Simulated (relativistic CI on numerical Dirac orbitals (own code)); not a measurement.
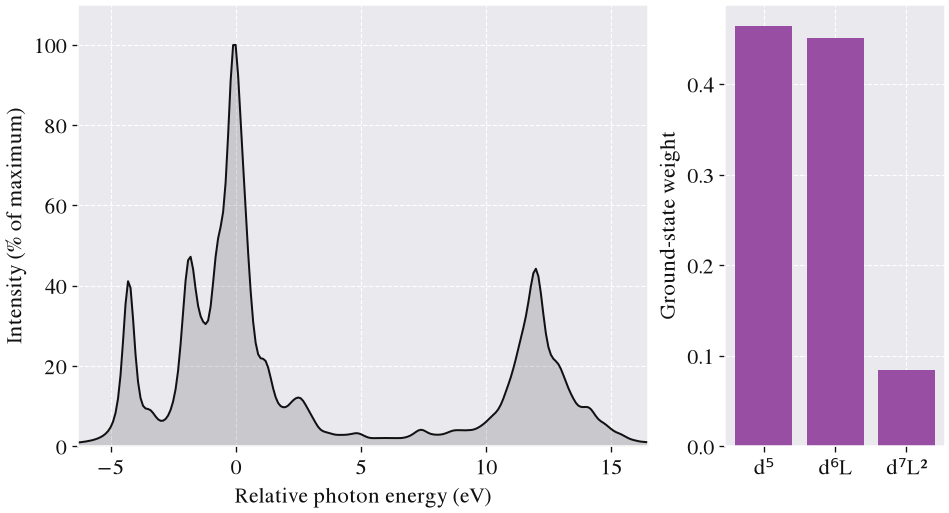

L₂,₃ X-ray absorption of nominal Fe³⁺ (d⁵) with Δ = 4.3, U_dd = 6.4, U_pd = 7.3, 10Dq = 1.8 (ligand 0.1), V(eg) = 4.3, V(t2g) = −1.81 eV, final-state hopping scaled by 1. Charge-transfer multiplet model of a cubic metal–ligand cluster, up to 2 ligand holes (L), atomic integrals computed for Dirac–Coulomb–Breit ions and scaled by 0.9, 20 K, Voigt broadening (Lorentzian 0.4 eV, Gaussian 0.3 eV). Energies are counted from the highest peak in the lower part of the range.

### What does the figure show?

The main maxima lie at −4.3 eV (41), −1.8 eV (47), 0.0 eV (100), 2.5 eV (12) and 12.0 eV (44), heights in % of the largest. The features below about 8 eV belong to the L₃ edge, those above mostly to the L₂ edge. The ground state is 46 % d⁵, 45 % d⁶L and 8 % d⁷L², with 5.62 d electrons and S = 0.51.
